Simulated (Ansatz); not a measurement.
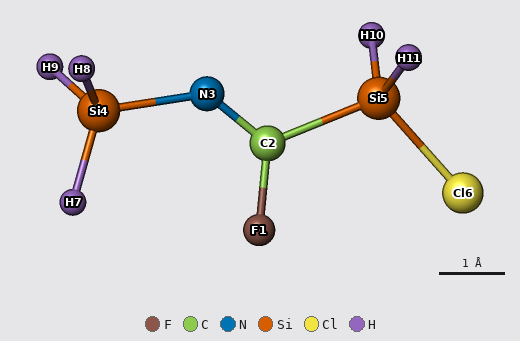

Figure 1. The starting structure (ball-and-stick view, seen at a tilt; atoms are numbered from 1 in the order of the input). Bond lengths as drawn: Cl–Si 2.04 Å, C–F 1.36 Å, C–N 1.24 Å, C–Si 1.90 Å, H–Si 1.48 to 1.49 Å and N–Si 1.74 Å.

# Molecular dynamics of CH$_{5}$ClFNSi$_{2}$ (part 1 of 2)

The run: molecular dynamics of CH$_{5}$ClFNSi$_{2}$. Method and program: UKS revPBE/6-31G* (Ansatz 0.2.0).

The geometry comes from this level: PBE0-D4/def2-TZVP. Figures and captions count atoms from 1; the log counts them from 0 in places.

## Log
```
Functional definition: revPBE
  name "revPBE"
  cite "Zhang & Yang, Phys. Rev. Lett. 80, 890 (1998) doi:10.1103/PhysRevLett.80.890"
  cite "Perdew, Burke & Ernzerhof, Phys. Rev. Lett. 77, 3865 (1996) doi:10.1103/PhysRevLett.77.3865"
  parameter kappa = 1.245
  parameter beta = 0.06672455060314922
  exchange = pbe_x(kappa = kappa, mu = beta*pi^2/3)
  correlation = pbe_c(beta = beta)
1326 factors; their error is unknown
mean field evaluation 1: about -33588.8284 eV, gradient 4.0e1 eV
mean field evaluation 2: about -33547.4260 eV, gradient 9.1e1 eV
mean field evaluation 4: about -33595.1291 eV, gradient 9.1e0 eV
mean field evaluation 8: about -33595.4723 eV, gradient 4.5e-2 eV
mean field evaluation 16: about -33595.3681 eV, gradient 7.5e-5 eV
mean field -33595.36810485 eV, -1234.6070060948 hartree, gradient 1.4e-5 eV, S^2 0.000000; 0 other end points of the search recorded, 0 dependent functions left out
the calculation of the forces begins
reference -33595.36816009 eV, -1234.6070081251 hartree; 36, 36 occupied and 76, 76 virtual orbitals, 1326 factors
md step     0: t =     0.00 fs  T =   500.0 K  F+E_penalty+E_count = -33595.36810485 eV  E_kin = 0.581670 eV  conserved = -33594.78643485 eV  (32 SCF iters)
these checks for a lower state are left out or cut short: starts, cluster_reference, orbital_swaps, neighbouring_geometries, increment
1326 factors; their error is unknown
mean field -33595.34598544 eV, -1234.6061932217 hartree, gradient 1.6e-5 eV, S^2 0.000000; 0 other end points of the search recorded, 0 dependent functions left out
the calculation of the forces begins
reference -33595.34604067 eV, -1234.6061952513 hartree; 36, 36 occupied and 76, 76 virtual orbitals, 1326 factors
md step     1: t =     1.00 fs  T =   481.8 K  F+E_penalty+E_count = -33595.34598544 eV  E_kin = 0.560458 eV  conserved = -33594.78552844 eV  (33 SCF iters)
[... from here on the SCF iterations and repeated set-up lines of each step are left out, up to the last step ...]
md step     2: t =     2.00 fs  T =   444.1 K  F+E_penalty+E_count = -33595.30092385 eV  E_kin = 0.516666 eV  conserved = -33594.78426343 eV  (33 SCF iters)
md step     3: t =     3.00 fs  T =   402.3 K  F+E_penalty+E_count = -33595.25145096 eV  E_kin = 0.468036 eV  conserved = -33594.78343557 eV  (33 SCF iters)
md step     4: t =     4.00 fs  T =   367.3 K  F+E_penalty+E_count = -33595.21048799 eV  E_kin = 0.427297 eV  conserved = -33594.78324291 eV  (34 SCF iters)
md step     5: t =     5.00 fs  T =   342.3 K  F+E_penalty+E_count = -33595.18162259 eV  E_kin = 0.398258 eV  conserved = -33594.78346779 eV  (34 SCF iters)
md step     6: t =     6.00 fs  T =   325.0 K  F+E_penalty+E_count = -33595.16177501 eV  E_kin = 0.378091 eV  conserved = -33594.78385907 eV  (34 SCF iters)
md step     7: t =     7.00 fs  T =   310.2 K  F+E_penalty+E_count = -33595.14487876 eV  E_kin = 0.360837 eV  conserved = -33594.78431067 eV  (34 SCF iters)
md step     8: t =     8.00 fs  T =   291.9 K  F+E_penalty+E_count = -33595.12388167 eV  E_kin = 0.339525 eV  conserved = -33594.78474232 eV  (34 SCF iters)
md step     9: t =     9.00 fs  T =   265.0 K  F+E_penalty+E_count = -33595.09260407 eV  E_kin = 0.308250 eV  conserved = -33594.78487356 eV  (34 SCF iters)
md step    10: t =    10.00 fs  T =   229.2 K  F+E_penalty+E_count = -33595.05029637 eV  E_kin = 0.266685 eV  conserved = -33594.78427757 eV  (34 SCF iters)
md step    11: t =    11.00 fs  T =   193.6 K  F+E_penalty+E_count = -33595.00744318 eV  E_kin = 0.225276 eV  conserved = -33594.78298548 eV  (34 SCF iters)
md step    12: t =    12.00 fs  T =   174.5 K  F+E_penalty+E_count = -33594.98407234 eV  E_kin = 0.203034 eV  conserved = -33594.78201453 eV  (34 SCF iters)
md step    13: t =    13.00 fs  T =   183.2 K  F+E_penalty+E_count = -33594.99444250 eV  E_kin = 0.213119 eV  conserved = -33594.78248130 eV  (34 SCF iters)
md step    14: t =    14.00 fs  T =   213.9 K  F+E_penalty+E_count = -33595.03149226 eV  E_kin = 0.248851 eV  conserved = -33594.78403050 eV  (34 SCF iters)
md step    15: t =    15.00 fs  T =   247.8 K  F+E_penalty+E_count = -33595.07183427 eV  E_kin = 0.288244 eV  conserved = -33594.78527915 eV  (35 SCF iters)
md step    16: t =    16.00 fs  T =   268.2 K  F+E_penalty+E_count = -33595.09546827 eV  E_kin = 0.312008 eV  conserved = -33594.78551593 eV  (34 SCF iters)
md step    17: t =    17.00 fs  T =   270.4 K  F+E_penalty+E_count = -33595.09708382 eV  E_kin = 0.314512 eV  conserved = -33594.78503870 eV  (35 SCF iters)
md step    18: t =    18.00 fs  T =   259.1 K  F+E_penalty+E_count = -33595.08285383 eV  E_kin = 0.301391 eV  conserved = -33594.78436296 eV  (33 SCF iters)
md step    19: t =    19.00 fs  T =   242.9 K  F+E_penalty+E_count = -33595.06295519 eV  E_kin = 0.282551 eV  conserved = -33594.78374473 eV  (34 SCF iters)
md step    20: t =    20.00 fs  T =   230.1 K  F+E_penalty+E_count = -33595.04714868 eV  E_kin = 0.267649 eV  conserved = -33594.78328367 eV  (35 SCF iters)
md step    21: t =    21.00 fs  T =   226.7 K  F+E_penalty+E_count = -33595.04266982 eV  E_kin = 0.263777 eV  conserved = -33594.78313432 eV  (34 SCF iters)
md step    22: t =    22.00 fs  T =   234.6 K  F+E_penalty+E_count = -33595.05171360 eV  E_kin = 0.272973 eV  conserved = -33594.78347554 eV  (34 SCF iters)
md step    23: t =    23.00 fs  T =   249.3 K  F+E_penalty+E_count = -33595.06897216 eV  E_kin = 0.289982 eV  conserved = -33594.78427265 eV  (34 SCF iters)
md step    24: t =    24.00 fs  T =   260.9 K  F+E_penalty+E_count = -33595.08267768 eV  E_kin = 0.303514 eV  conserved = -33594.78505516 eV  (35 SCF iters)
md step    25: t =    25.00 fs  T =   260.9 K  F+E_penalty+E_count = -33595.08200410 eV  E_kin = 0.303475 eV  conserved = -33594.78507322 eV  (34 SCF iters)
md step    26: t =    26.00 fs  T =   250.1 K  F+E_penalty+E_count = -33595.06782662 eV  E_kin = 0.290972 eV  conserved = -33594.78406873 eV  (35 SCF iters)
md step    27: t =    27.00 fs  T =   241.0 K  F+E_penalty+E_count = -33595.05544945 eV  E_kin = 0.280341 eV  conserved = -33594.78299557 eV  (35 SCF iters)
md step    28: t =    28.00 fs  T =   245.8 K  F+E_penalty+E_count = -33595.06043107 eV  E_kin = 0.285896 eV  conserved = -33594.78312085 eV  (35 SCF iters)
md step    29: t =    29.00 fs  T =   263.2 K  F+E_penalty+E_count = -33595.08109339 eV  E_kin = 0.306239 eV  conserved = -33594.78420280 eV  (35 SCF iters)
md step    30: t =    30.00 fs  T =   281.2 K  F+E_penalty+E_count = -33595.10176760 eV  E_kin = 0.327077 eV  conserved = -33594.78488631 eV  (34 SCF iters)
md step    31: t =    31.00 fs  T =   290.6 K  F+E_penalty+E_count = -33595.11159945 eV  E_kin = 0.338102 eV  conserved = -33594.78461523 eV  (35 SCF iters)
md step    32: t =    32.00 fs  T =   293.5 K  F+E_penalty+E_count = -33595.11330841 eV  E_kin = 0.341458 eV  conserved = -33594.78394118 eV  (35 SCF iters)
md step    33: t =    33.00 fs  T =   297.2 K  F+E_penalty+E_count = -33595.11618553 eV  E_kin = 0.345785 eV  conserved = -33594.78350654 eV  (34 SCF iters)
md step    34: t =    34.00 fs  T =   307.3 K  F+E_penalty+E_count = -33595.12672483 eV  E_kin = 0.357442 eV  conserved = -33594.78345840 eV  (34 SCF iters)
md step    35: t =    35.00 fs  T =   324.5 K  F+E_penalty+E_count = -33595.14585858 eV  E_kin = 0.377548 eV  conserved = -33594.78363666 eV  (34 SCF iters)
md step    36: t =    36.00 fs  T =   346.8 K  F+E_penalty+E_count = -33595.17083661 eV  E_kin = 0.403480 eV  conserved = -33594.78393518 eV  (35 SCF iters)
md step    37: t =    37.00 fs  T =   369.9 K  F+E_penalty+E_count = -33595.19677337 eV  E_kin = 0.430339 eV  conserved = -33594.78437930 eV  (35 SCF iters)
md step    38: t =    38.00 fs  T =   387.7 K  F+E_penalty+E_count = -33595.21656071 eV  E_kin = 0.451024 eV  conserved = -33594.78495378 eV  (33 SCF iters)
md step    39: t =    39.00 fs  T =   392.9 K  F+E_penalty+E_count = -33595.22153962 eV  E_kin = 0.457103 eV  conserved = -33594.78539642 eV  (34 SCF iters)
md step    40: t =    40.00 fs  T =   380.9 K  F+E_penalty+E_count = -33595.20581434 eV  E_kin = 0.443127 eV  conserved = -33594.78520040 eV  (34 SCF iters)
md step    41: t =    41.00 fs  T =   355.5 K  F+E_penalty+E_count = -33595.17365313 eV  E_kin = 0.413579 eV  conserved = -33594.78408929 eV  (34 SCF iters)
md step    42: t =    42.00 fs  T =   331.2 K  F+E_penalty+E_count = -33595.14258566 eV  E_kin = 0.385283 eV  conserved = -33594.78274693 eV  (34 SCF iters)
md step    43: t =    43.00 fs  T =   323.9 K  F+E_penalty+E_count = -33595.13254030 eV  E_kin = 0.376851 eV  conserved = -33594.78252720 eV  (34 SCF iters)
md step    44: t =    44.00 fs  T =   336.2 K  F+E_penalty+E_count = -33595.14660574 eV  E_kin = 0.391143 eV  conserved = -33594.78373593 eV  (34 SCF iters)
md step    45: t =    45.00 fs  T =   353.8 K  F+E_penalty+E_count = -33595.16690436 eV  E_kin = 0.411613 eV  conserved = -33594.78509491 eV  (34 SCF iters)
md step    46: t =    46.00 fs  T =   359.6 K  F+E_penalty+E_count = -33595.17241444 eV  E_kin = 0.418364 eV  conserved = -33594.78546729 eV  (34 SCF iters)
md step    47: t =    47.00 fs  T =   347.3 K  F+E_penalty+E_count = -33595.15590885 eV  E_kin = 0.404025 eV  conserved = -33594.78492672 eV  (34 SCF iters)
md step    48: t =    48.00 fs  T =   322.1 K  F+E_penalty+E_count = -33595.12424798 eV  E_kin = 0.374762 eV  conserved = -33594.78409766 eV  (34 SCF iters)
md step    49: t =    49.00 fs  T =   294.4 K  F+E_penalty+E_count = -33595.08971827 eV  E_kin = 0.342434 eV  conserved = -33594.78337125 eV  (34 SCF iters)
these checks for a lower state are left out or cut short: starts, cluster_reference, orbital_swaps, neighbouring_geometries, increment
1326 factors; their error is unknown
mean field -33595.06372907 eV, -1234.5958204914 hartree, gradient 1.9e-5 eV, S^2 0.000000; 0 other end points of the search recorded, 0 dependent functions left out
the calculation of the forces begins
reference -33595.06378438 eV, -1234.5958225237 hartree; 36, 36 occupied and 76, 76 virtual orbitals, 1326 factors
1326 factors; their error is unknown
mean field evaluation 416: about -33595.1646 eV, gradient 9.7e-1 eV
mean field -33595.06372907 eV, -1234.5958204914 hartree, gradient 2.1e-5 eV, S^2 0.000000; 1 other end points of the search recorded, 0 dependent functions left out
the calculation of the forces begins
reference -33595.06378438 eV, -1234.5958225237 hartree; 36, 36 occupied and 76, 76 virtual orbitals, 1326 factors
md step    50: t =    50.00 fs  T =   273.7 K  F+E_penalty+E_count = -33595.06372907 eV  E_kin = 0.318361 eV  conserved = -33594.78284577 eV  (33 SCF iters)
```

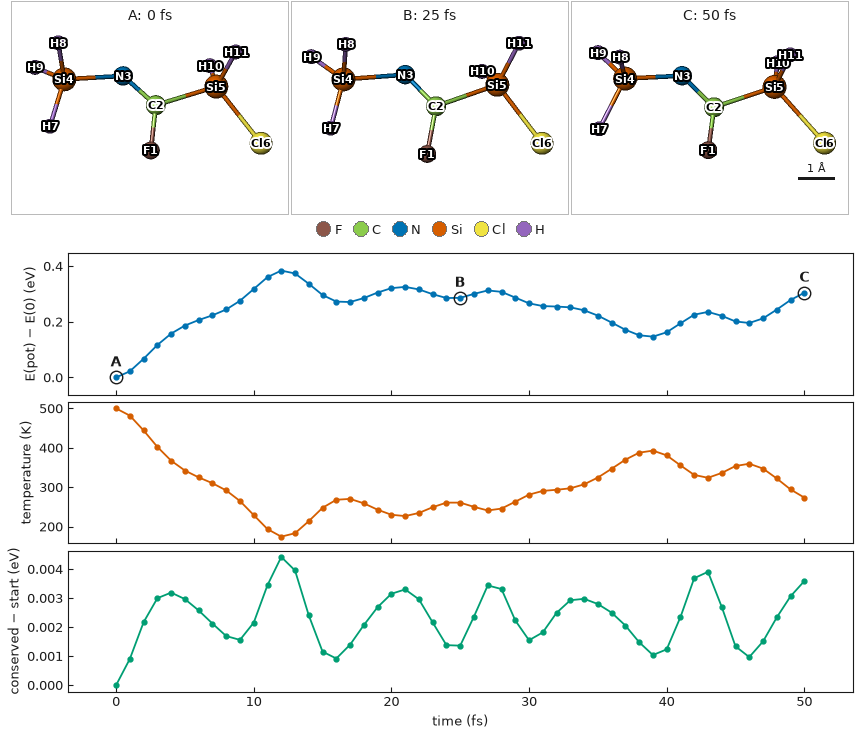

Figure 2. Frames of the molecular dynamics (ball-and-stick, seen at a tilt) above the curves, on which the letters mark them. The trajectory kept here has 51 frames over 50 fs. The temperature starts at 500 K, ranges from 175 to 500 K and averages 317 K over the second half. The potential energy ends 0.304 eV above its first value. The conserved quantity stays within 0.0044 eV. After an unweighted best fit of the last frame on the first, the root-mean-square displacement is 0.21 Å.
